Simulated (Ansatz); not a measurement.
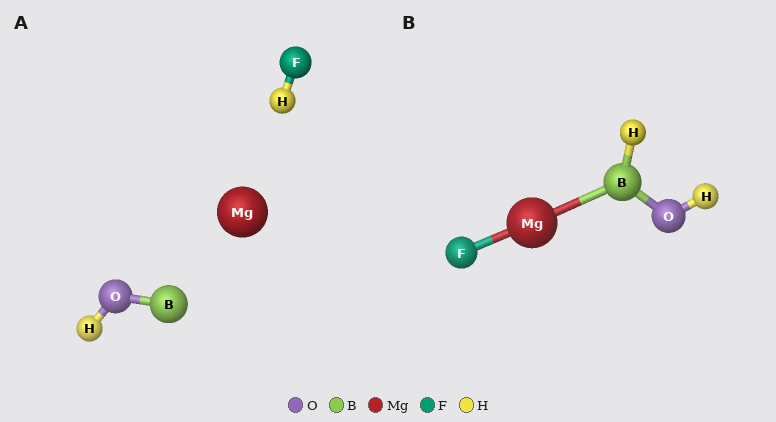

2 stationary structures of one formula. Geometries: PBE0-D4/def2-TZVP. Electronic energies: RHF-CCSD(T) (frozen core)/def2-TZVPP (Ansatz 0.2.0), without zero-point energy. No frequency run is at hand to confirm each as a minimum. Each is one conformer, not always the lowest.

> Which is lowest in energy, and by how much?

B is lowest (Cs); A lies 76.5 kcal/mol above it (Cs).

Give E(B) − E(A) in kcal/mol at these levels too: PBE0-D4/def2-TZVP; PBE0-D4/def2-TZVPP; RHF-CCSD(T) (frozen core)/def2-TZVPP; B3LYP-D4/def2-TZVPP; r2SCAN-D4/def2-TZVPP; ωB97M-V/def2-TZVPP; PBE-D4/def2-TZVPP.

| level | E(B) − E(A) (kcal/mol) |
| --- | --- |
| PBE0-D4/def2-TZVP | −78.3 |
| PBE0-D4/def2-TZVPP | −77.2 |
| RHF-CCSD(T) (frozen core)/def2-TZVPP | −76.5 |
| B3LYP-D4/def2-TZVPP | −76.0 |
| r2SCAN-D4/def2-TZVPP | −81.5 |
| ωB97M-V/def2-TZVPP | −77.5 |
| PBE-D4/def2-TZVPP | −74.2 |
